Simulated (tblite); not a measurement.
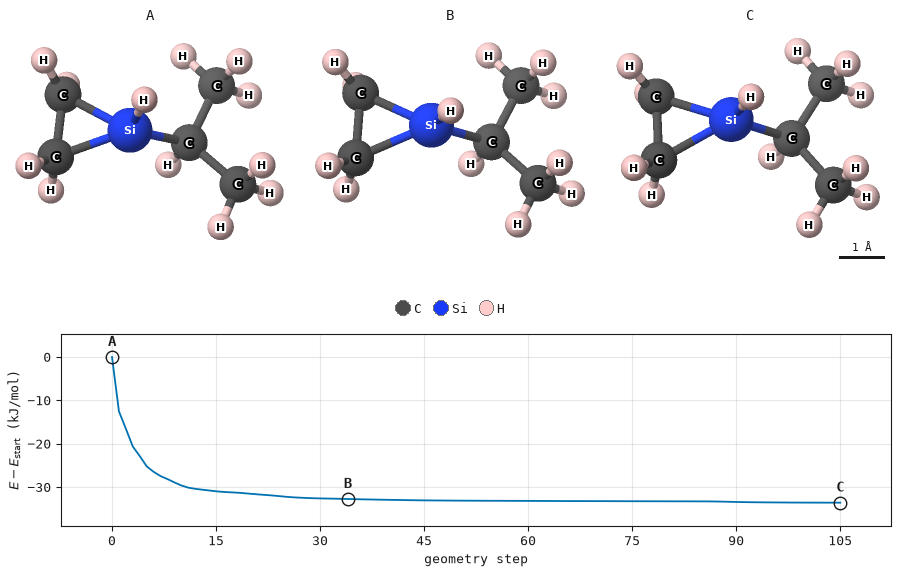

Frames of a relaxation of C5H12Si, marked on the history of the run. A ball-and-stick model, seen from a free direction.

All numbers below come from GFN2-xTB geometry optimisation, gas phase (tblite 0.8.0). 

> Describe the path.

The largest move after the best rigid fit is that of an H atom, 0.48 Å. By element the largest moves are H 0.48 Å, Si 0.27 Å, C 0.23 Å. Among the contacts that change: C–Si 1.820 → 1.883 Å, C–C 1.480 → 1.539 Å, H–Si 1.490 → 1.458 Å, C–Si 1.872 → 1.901 Å. Among the angles between lasting bonds that change: C–Si–H 108.4° → 118.3°, C–Si–C 112.3° → 119.6°, Si–C–H 113.9° → 121.1°. After 105 geometry steps the energy has fallen by 33.6 kJ/mol. From step 0 to 34: an H atom moves most (0.28 Å), energy −32.7 kJ/mol. From step 34 to 105: an H atom moves most (0.34 Å), energy −0.84 kJ/mol.

```json
{"step": "0", "E − E(0), kJ/mol": "0.00"}
{"step": "1", "E − E(0), kJ/mol": "-12.52"}
{"step": "2", "E − E(0), kJ/mol": "-16.52"}
{"step": "3", "E − E(0), kJ/mol": "-20.63"}
{"step": "4", "E − E(0), kJ/mol": "-22.82"}
{"step": "5", "E − E(0), kJ/mol": "-25.19"}
{"step": "6", "E − E(0), kJ/mol": "-26.46"}
{"step": "7", "E − E(0), kJ/mol": "-27.44"}
{"step": "8", "E − E(0), kJ/mol": "-28.13"}
{"step": "9", "E − E(0), kJ/mol": "-28.90"}
{"step": "10", "E − E(0), kJ/mol": "-29.60"}
{"step": "15", "E − E(0), kJ/mol": "-30.94"}
{"step": "20", "E − E(0), kJ/mol": "-31.52"}
{"step": "25", "E − E(0), kJ/mol": "-32.19"}
{"step": "30", "E − E(0), kJ/mol": "-32.58"}
{"step": "35", "E − E(0), kJ/mol": "-32.76"}
{"step": "40", "E − E(0), kJ/mol": "-32.91"}
{"step": "45", "E − E(0), kJ/mol": "-33.03"}
{"step": "50", "E − E(0), kJ/mol": "-33.10"}
{"step": "55", "E − E(0), kJ/mol": "-33.13"}
{"step": "60", "E − E(0), kJ/mol": "-33.16"}
{"step": "65", "E − E(0), kJ/mol": "-33.19"}
{"step": "70", "E − E(0), kJ/mol": "-33.21"}
{"step": "75", "E − E(0), kJ/mol": "-33.23"}
{"step": "80", "E − E(0), kJ/mol": "-33.25"}
{"step": "85", "E − E(0), kJ/mol": "-33.26"}
{"step": "90", "E − E(0), kJ/mol": "-33.40"}
{"step": "95", "E − E(0), kJ/mol": "-33.50"}
{"step": "100", "E − E(0), kJ/mol": "-33.55"}
{"step": "105", "E − E(0), kJ/mol": "-33.56"}
```
